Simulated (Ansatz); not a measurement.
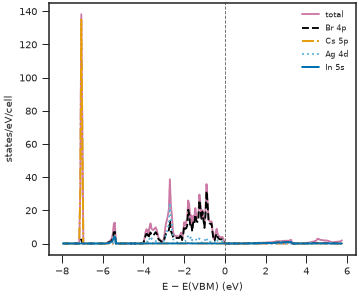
Fig. 1. Total and projected density of states of Cs$_{2}$InAgBr$_{6}$ in space group Fm-3m (No. 225; Cs on 8c, In on 4a, Ag on 4b, Br on 24e), the program Ansatz at the r²SCAN level (PAW)

Problem. Which orbitals carry the states next to the gap?

Solution. Top 1 eV of the valence band: Br 4p 84 %, Ag 4d 13 %. Bottom 1 eV of the conduction band: In 5s 39 %, Ag 5s 25 %, Br 4p 23 %, Br 4s 8 %. Projections are on Löwdin-orthogonalised atomic valence shells; empty p or d shells of many metals are not among them.

Problem. Where is the tallest occupied peak in this window, and what makes it?

Solution. Near -7.0 eV, about 140 states/eV per cell; the largest projected share is Cs 5p.

The first step of the workflow began from a Materials Project structure, measured or hypothetical; the Crystallography Open Database copy checked does not list it. Whether it is the stable phase at ambient conditions was not checked. The cell was relaxed with r²SCAN under the symmetry of its start; its stability against distortions is not shown here. The run is not spin-polarised. Scalar-relativistic: spin–orbit coupling is off unless named, which matters more the heavier the elements.

Potentials: the later of the program's two PAW sets.
